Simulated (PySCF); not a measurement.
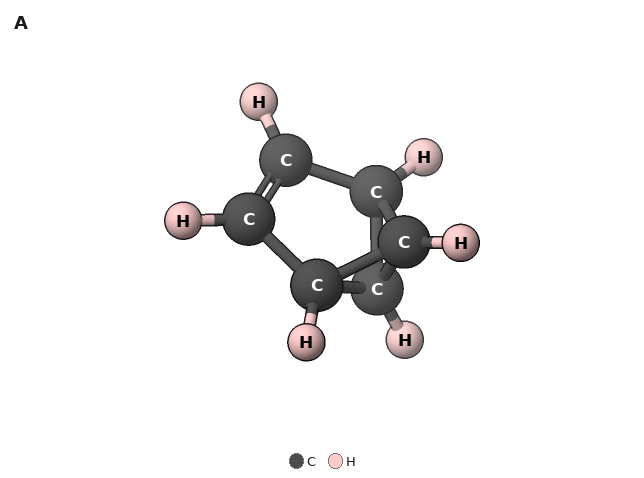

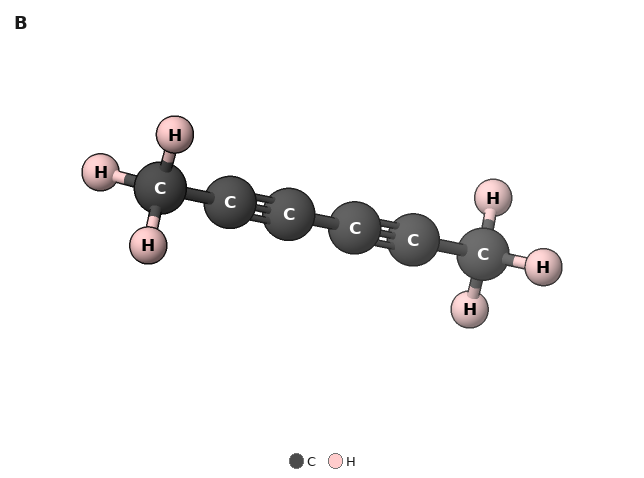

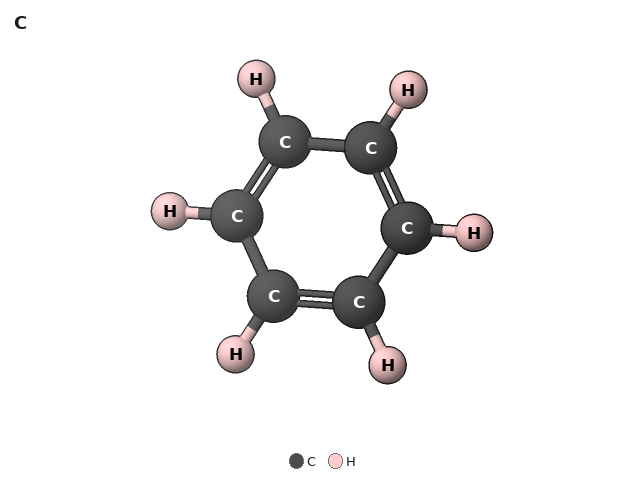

3 stationary structures of one formula. Geometries: PBE0-D3(BJ)/def2-SVP. Electronic energies: PBE0-D3(BJ)/def2-SVP (PySCF 2.14.0), without zero-point energy. No frequency run is at hand to confirm each as a minimum.

### How are they related?

They are constitutional isomers of C6H6: A `C1=CC2C3C1C23`, B `CC#CC#CC`, C `c1ccccc1`.

### Which structure is the most stable?

C is lowest; A lies 3.049 eV above it, B lies 3.426 eV above it.
